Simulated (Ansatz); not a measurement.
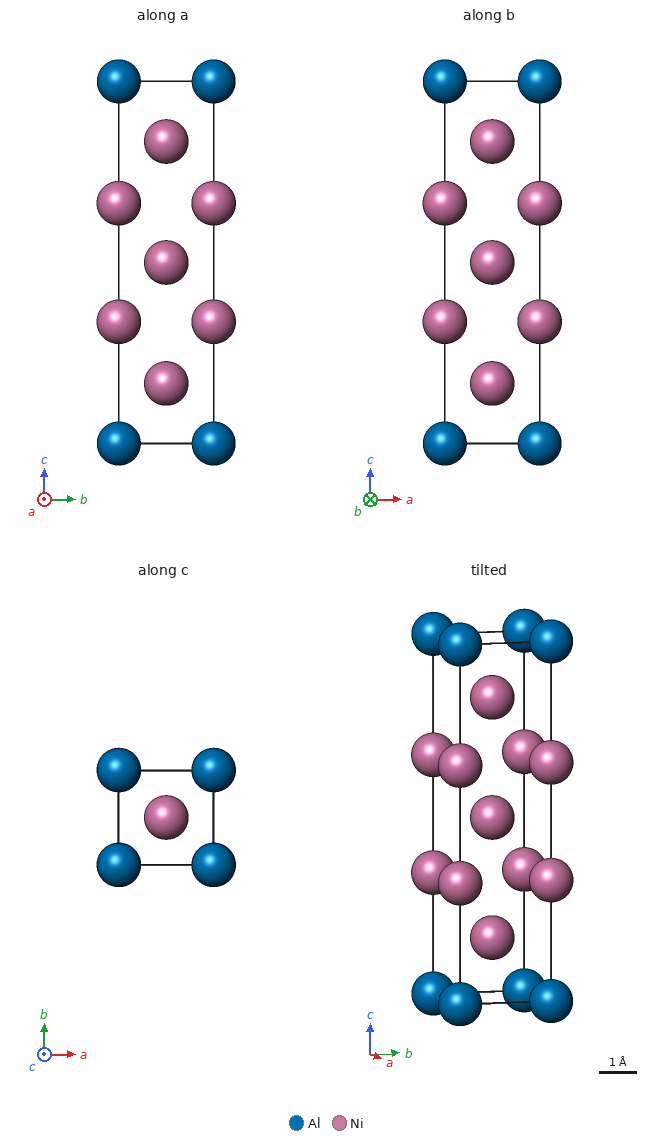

An orthographic spheres-only view of the structure, along the a axis, along the b axis, along the c axis and slightly off an axis. The parallelepiped is the conventional unit cell.

Lattice parameters: a = 2.6088 Å, b = 2.6088 Å, c = 9.9604 Å, α = 90.000°, β = 90.000°, γ = 90.000°.

> Convert the drawing into a CIF in P1 with every atom of the cell, with free fractional coordinates to two decimals.

```cif
data_structure
_symmetry_space_group_name_H-M 'P 1'
_symmetry_Int_Tables_number 1
_cell_length_a 2.6088
_cell_length_b 2.6088
_cell_length_c 9.9604
_cell_angle_alpha 90.000
_cell_angle_beta 90.000
_cell_angle_gamma 90.000
_cell_volume 67.79
loop_
_atom_site_label
_atom_site_type_symbol
_atom_site_fract_x
_atom_site_fract_y
_atom_site_fract_z
_atom_site_occupancy
Al1 Al 0.00 0.00 0.00 1
Ni1 Ni 0.50 0.50 0.17 1
Ni2 Ni 0.50 0.50 0.83 1
Ni3 Ni 0.00 0.00 0.34 1
Ni4 Ni 0.50 0.50 0.50 1
Ni5 Ni 0.00 0.00 0.66 1
```

The cell started as a structure type filled with these elements by a generator (whether the compound takes this form wasn't checked). The geometry is the end of a relaxation with DFT PBE, scalar-relativistic, plane waves, PAW in Ansatz.
